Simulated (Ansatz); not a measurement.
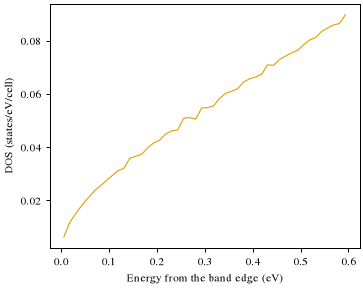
*Density of states of RbCl (Pm-3m) above the conduction band minimum, PBEsol, rigid bands (Ansatz, a quantum-chemistry and plane-wave program); cell volume 58.7 Å³.*

Q: What effective density of states at 300 K does this give (∫ g(E) exp(−E/k_BT) dE, both spins, divided by the cell's size)?

A: 5.4e18 cm⁻³, a density-of-states mass of 0.36 mₑ, valleys and band degeneracy included.

Spin-orbit coupling is left out. Geometry: cell and atoms relaxed with PBEsol.

Computed structure, not matched to a measured one here, so possibly hypothetical: RbCl (Pm-3m).
